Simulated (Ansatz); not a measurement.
System: rock-salt MgS. Method: LC-ωPBE in Ansatz (PAW).

Numerical settings: plane-wave cutoff 460 eV, 8×8×8 k mesh, Fermi–Dirac smearing 0.01 eV, scalar-relativistic PAW data made under PBE.

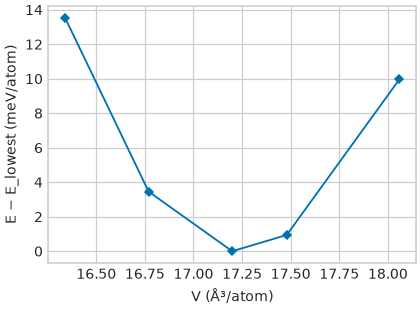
Total energy against volume

Problem. From the curve, estimate the equilibrium volume and the bulk modulus.

Solution. V0 ≈ 17.2 Å³/atom and B0 ≈ 87 GPa; the fit gives V0 = 17.229 Å³/atom, B0 = 86.5 GPa, B′ = 3.9.

Measured, for comparison: bulk modulus 81 GPa, equilibrium volume per atom 17.45 Å³/atom (corrected for zero-point motion; as tabulated in Goldzak et al. (2022), arXiv:2208.04865). Computed (rounded) less measured: bulk modulus +7 %, equilibrium volume per atom -1.3 %.

Computed values are for the static lattice.

Cost on a shared machine: about 6 core-minutes (a rough figure).

Ansatz is a program for electronic structure.
